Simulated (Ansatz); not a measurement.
**B₂H₇NSi: density, localisation and related maps**

```xyz
11

B    -1.0523    0.5060   -0.1406
B     0.6576    0.9660    0.1079
N     1.5896   -0.0726    0.2198
Si    0.2126   -1.1139    0.0076
H    -1.3228    0.9903   -1.2211
H    -1.6133    0.9515    0.8403
H     0.8615    2.1532    0.1586
H     2.5911   -0.0535    0.3621
H    -0.0731   -1.9658    1.1948
H    -1.5285   -0.6635   -0.2295
H     0.2694   -1.9229   -1.2412
```

Method: RKS PBE0/def2-SVP in Ansatz.

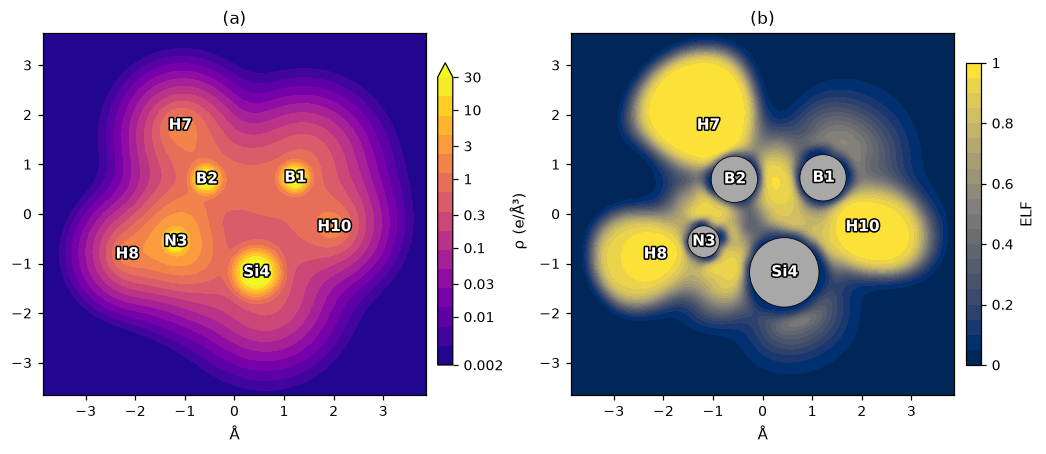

Figure 1. (a) total electron density; (b) electron localisation function on the plane of atoms B1, Si4 and B2. Grey discs cover the atomic cores in the ELF map.

**Describe what can be read from this map.**

- The plane passes through B, N, Si and H nuclei.
- B–N (1.40 Å): the density is about 1.9 e/Å³ at the midpoint; the ELF peaks at about 0.90 between the atoms; a shared but strongly polarised pair.
- Si–N (1.74 Å): ρ is about 1 e/Å³ halfway; the ELF peaks at about 0.85 between the atoms: a shared but strongly polarised pair.
- B–B (1.79 Å): the density is about 0.82 e/Å³ at the midpoint; the ELF peaks at about 0.95 between the atoms: localised, covalent bonding.
- Si–B (2.06 Å): ρ is about 0.61 e/Å³ halfway; the ELF peaks at about 0.80 between the atoms, as expected for a covalent bond.
- N–H (1.01 Å): ρ at the midpoint is about 2.8 e/Å³; the ELF climbs to about 1 towards the hydrogen, as it does in any bond to H; an ordinary covalent bond to hydrogen.

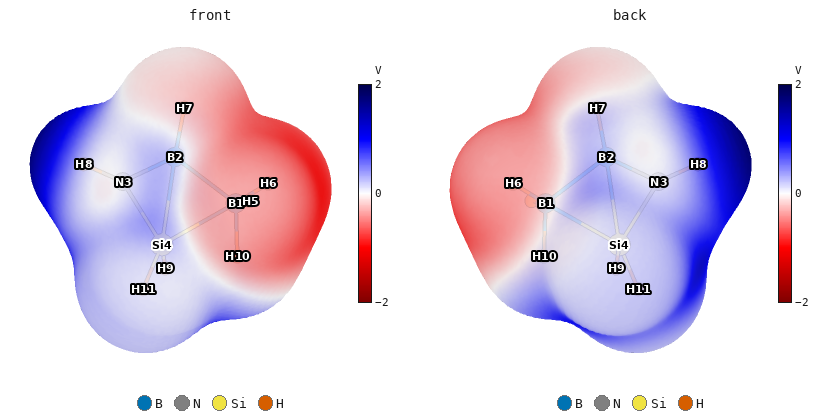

Figure 2. The molecular electrostatic potential painted on the density surface at 0.001 e/bohr³, seen from the front and from behind; red is negative and blue positive.

**Which sites attract a positive test charge, and which a negative one?**

A positive charge is drawn to the negative regions and a negative charge to the positive ones. The most negative region (about −0.9 V, or −21 kcal/mol for a unit charge) lies over H6, the most positive (about +1.7 V, or +39 kcal/mol for a unit charge) over H8.

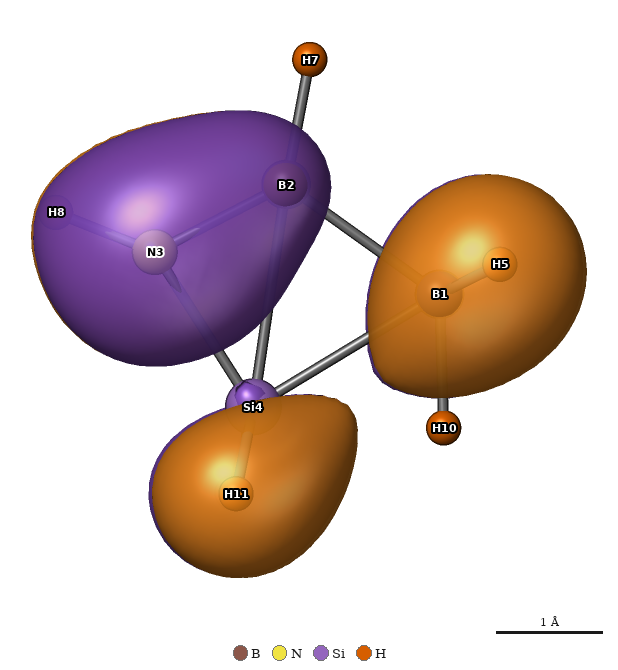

Figure 3. The HOMO−1 at ±0.08 Å⁻³ᐟ² (orange and purple are the two phases), seen across its widest extent.

**Describe this orbital and give its energy.**

By Hirshfeld shares it lies mainly on N3 (about 45 %), B1 (about 10 %), B2 (about 10 %), H5 (about 5 %) and H6 (about 5 %). Its energy is −8.65 eV.
